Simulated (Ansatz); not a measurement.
```xyz
9

C    -0.7193   -1.1100   -1.1764
Al   -0.1160    0.0483    0.2747
O     1.5201    0.4272    0.8540
C     0.6420    1.2409    1.6049
F     0.8056    2.5861    1.3468
H    -1.7927   -0.9741   -1.4118
H    -0.1241   -0.9068   -2.0907
H    -0.5571   -2.1717   -0.8949
H     0.7117    1.1024    2.7074
```

Computed with RKS PBE-D4/def2-SVP (Ansatz 0.2.0).

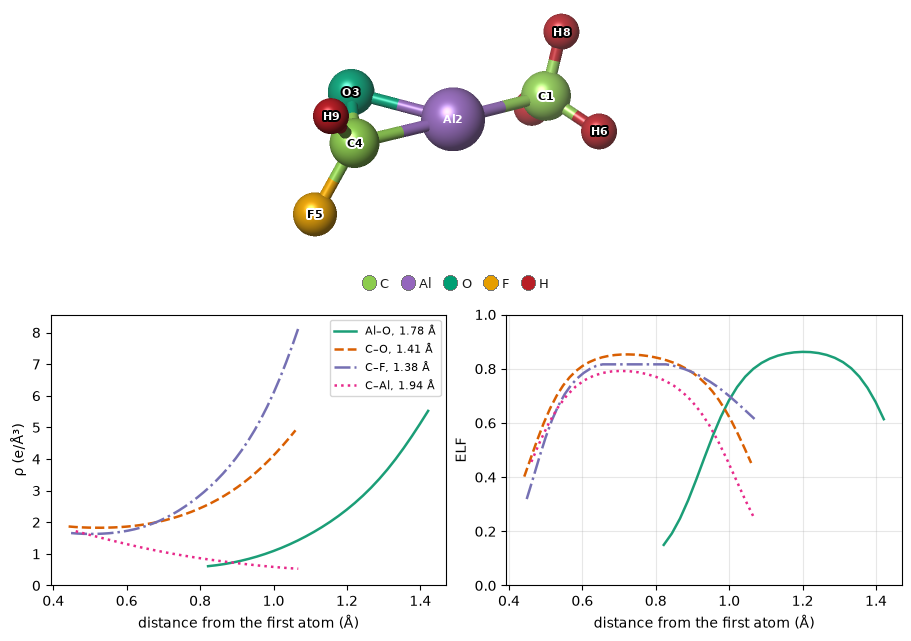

C₂H₄AlFO. Electron density and ELF along straight lines between neighbouring atoms. The curves leave out the atomic cores. The structure is drawn too.

What can be read from the curves?

Al–O (1.78 Å): the density is about 0.72 e/Å³ at the midpoint; the ELF peaks at about 0.85 in the valence shell of O, 0.6 Å from its nucleus, and is about 0.30 at the midpoint.
C–O (1.41 Å): the density is about 2.1 e/Å³ at the midpoint, with its minimum of 1.8 e/Å³ about 0.5 Å from C; the ELF peaks at about 0.85 between the atoms, as expected for a polar covalent bond.
C–F (1.38 Å): ρ is about 2 e/Å³ halfway, with its minimum of 1.6 e/Å³ about 0.5 Å from C; the ELF peaks at about 0.80 between the atoms (a shared but strongly polarised pair).
C–Al (1.94 Å): ρ at the midpoint is about 0.62 e/Å³; the ELF peaks at about 0.80 in the valence shell of C, 0.7 Å from its nucleus, and is about 0.55 at the midpoint.
